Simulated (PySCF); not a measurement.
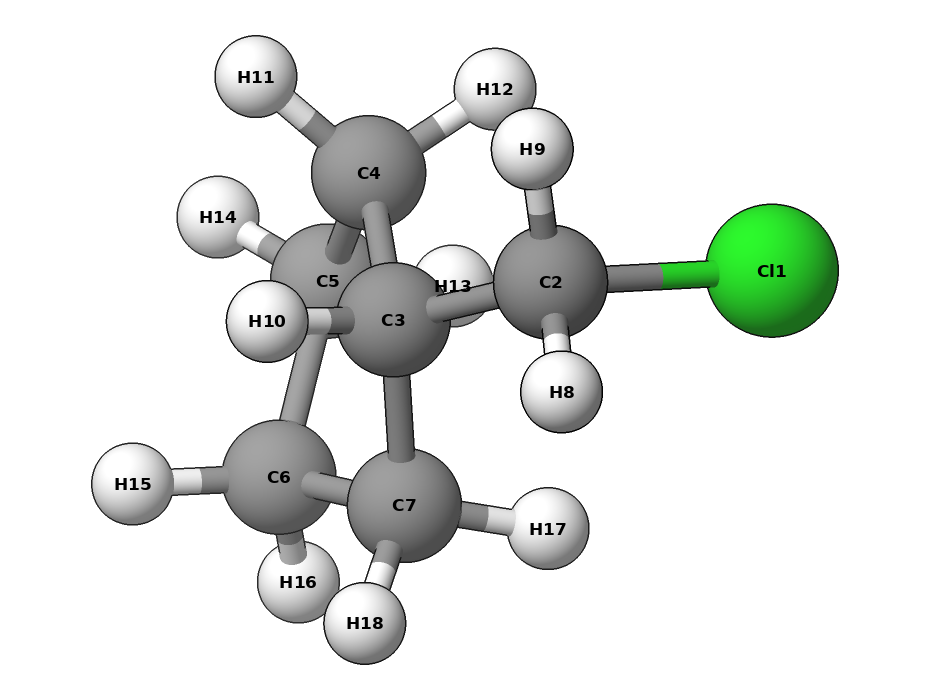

Computed geometry: PBE0-D3(BJ)/def2-SVP optimisation. No frequency run is at hand to confirm it as a minimum. Method: TDDFT PBE0/def2-SVPD, vertical, gas phase, core orbitals frozen in the response (PySCF 2.14.0), and the same with a continuum solvent (IEF-PCM, Bondi radii x 1.2, gas-phase geometry).

How do dipole (D), HOMO–LUMO gap (eV), lowest singlet (eV) change in chloroform (ε = 4.7)?

```tsv
medium	dipole (D)	HOMO–LUMO gap (eV)	lowest singlet (eV)
gas phase	2.08	8.82	7.28
chloroform	2.64	8.89	7.33
```
